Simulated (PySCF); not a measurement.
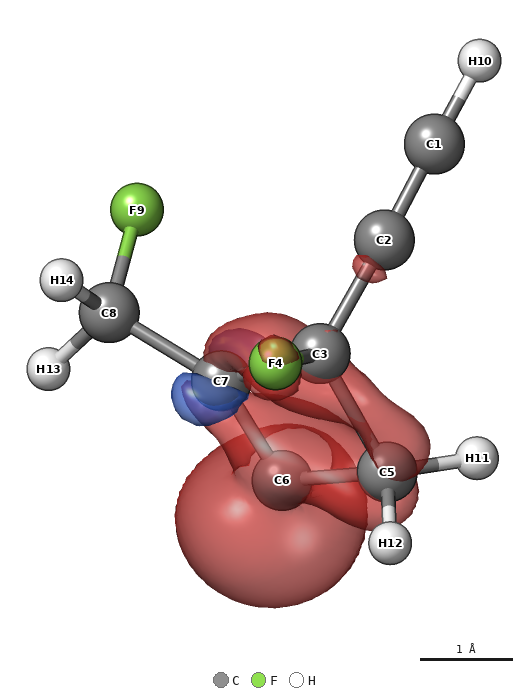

Figure. C7H5F2 (SMILES C#C[C@]1(F)C[C]=C1CF) (doublet). Isosurfaces of the spin density at +0.03 (red) and −0.03 e/Å³ (blue), seen at a tilt.

Geometry: GFN2-xTB.

These are results of UKS B3LYP, pcH-1 on C F H, non-relativistic, mean-field spin-orbit, GIAO (PySCF), not measurements.

```yaml
atoms:
  - { symbol: C, position_ang: [2.3875, -1.0713, 0.3392] }
  - { symbol: C, position_ang: [1.5283, -0.2913, 0.0432] }
  - { symbol: C, position_ang: [0.4543, 0.5999, -0.3084] }
  - { symbol: F, position_ang: [0.5761, 1.0612, -1.6011] }
  - { symbol: C, position_ang: [0.1443, 1.7429, 0.7013] }
  - { symbol: C, position_ang: [-1.1677, 1.0258, 0.8405] }
  - { symbol: C, position_ang: [-0.9556, 0.0350, -0.0105] }
  - { symbol: C, position_ang: [-1.6412, -1.1581, -0.5456] }
  - { symbol: F, position_ang: [-1.1526, -2.3124, 0.0345] }
  - { symbol: H, position_ang: [3.1515, -1.7408, 0.6011] }
  - { symbol: H, position_ang: [0.7673, 1.7628, 1.5915] }
  - { symbol: H, position_ang: [0.0914, 2.7259, 0.2402] }
  - { symbol: H, position_ang: [-2.7130, -1.1223, -0.3237] }
  - { symbol: H, position_ang: [-1.4713, -1.2576, -1.6245] }
```

> Describe the spin distribution.

The unpaired spin (1 electron) lies mostly on C6 (about 0.8) and C5 (about 0.1), in electrons by Hirshfeld's partition.
